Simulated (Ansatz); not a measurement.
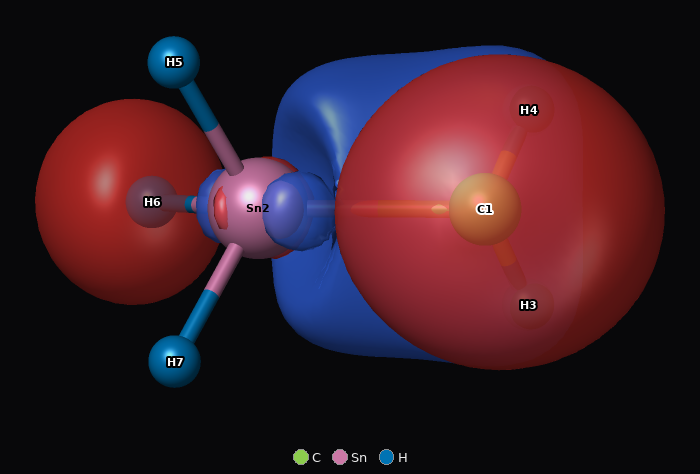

Figure 1: CH5Sn (SMILES [CH2-][SnH3]) (charge −1). The HOMO at ±0.08 Å⁻³ᐟ² (red and blue are the two phases), seen across its widest extent.

Core potentials replace the inner electrons of Sn; the highest occupied orbital lies above zero, a sign that basis and functional describe the outermost electron poorly.

These are results of RKS PBE0/def2-SVP (Ansatz 0.2.0), not measurements.

Input

```
crystal:
  periodic: [false, false, false]
  atoms:
    - { symbol: C, position_ang: [-0.68324, -1.30552, 0.35636] }
    - { symbol: Sn, position_ang: [0.15289, 0.56887, -0.09406] }
    - { symbol: H, position_ang: [-0.6263, -1.88428, -0.58638] }
    - { symbol: H, position_ang: [0.04947, -1.80573, 1.02013] }
    - { symbol: H, position_ang: [0.45892, 1.5884, 1.36333] }
    - { symbol: H, position_ang: [1.86382, 0.46956, -0.65795] }
    - { symbol: H, position_ang: [-0.34789, 2.02141, -1.23593] }
total_charge: -1
basis:
  gaussian: { orbitals: def2-SVP }
hamiltonian:
  xc: pbe0
relax:
  f_tol: 0.015
  max_steps: 40
output:
  orbitals: {}
```

Run with:

```sh
ansatz run input.yaml --threads 1 --pin off --max-ram 2048MiB --backend cpu --events-out ev --progress --plain --runs-dir out
```

The fields are those of the relaxed geometry.

### Where does this orbital lie, and at what energy?

By Hirshfeld shares it lies mainly on C1 (about 65 %), Sn2 (about 15 %) and H6 (about 5 %). Its energy is 0.52 eV.
